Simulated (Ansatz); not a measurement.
TaN (space group P6/mmm)

```
CELL_PARAMETERS angstrom
      5.16631     0.00000     0.00000
     -2.58316     4.47416     0.00000
      0.00000     0.00000     2.88930
ATOMIC_POSITIONS crystal
  Ta 0.00000 0.00000 0.00000
  Ta 0.33333 0.66667 0.50000
  Ta 0.66667 0.33333 0.50000
  N  0.50000 0.00000 0.00000
  N  0.50000 0.50000 0.00000
  N  0.00000 0.50000 0.00000
```

The atoms are displaced by Q × the pattern below (from a DFPT mode at Γ, largest move 1; Q in Å), at fixed cell.

```
atom       x       y      z
----  ------  ------  -----
N4    -1.000   0.000  0.000
N5     0.500   0.866  0.000
N6     0.500  -0.866  0.000
```

Atoms not listed stay in place.

These are LDA (plane waves to 420 eV, PAW, scalar-relativistic; Ansatz, a first-principles code) values and carry that method's errors. k mesh 11×11×16 (Γ-centred), Fermi-Dirac smearing 0.05 eV. E stands for the smeared free energy. Compression counts positive. With partly filled bands, energies and forces of such displacements shift with the k mesh and the smearing. Spin-orbit coupling is left out, though Ta is heavy. TaN is run without spin polarisation. TaN was relaxed with its symmetry unable to fall. This is one of several known forms of TaN; the measured ambient cells at hand have space group No. 189. ΔE is measured from the undisplaced structure.

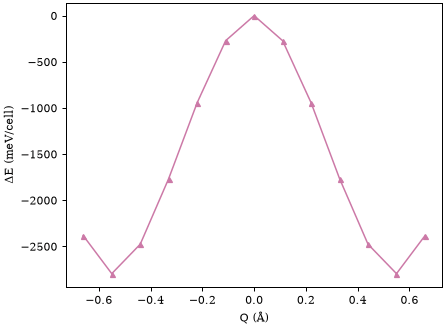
Figure. ΔE (meV/cell) against Q (Å); one marker a computed point.

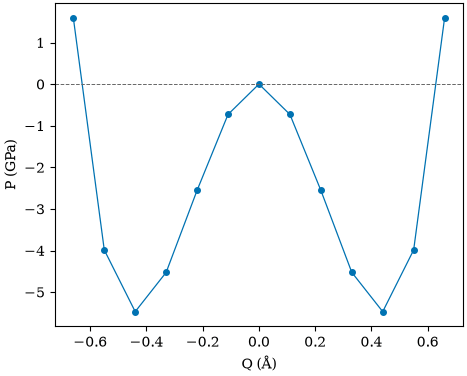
Figure. P (GPa) against Q (Å); one marker a computed point.

The depth of the well (fit) comes out as 2789 meV/cell, cell held fixed and the energy at Q = 0.660 Å comes out as -2384 meV/cell. The position of the deepest minimum (fit) comes out as 0.56 Å from zero. Symmetry of the curve: even: the same for both signs. Space group of the distorted cell: P-62m (No. 189), lowered from P6/mmm.

(For displaced atoms, the force is minus the slope of the energy, and its curvature is a force constant, which sets phonon frequencies.)
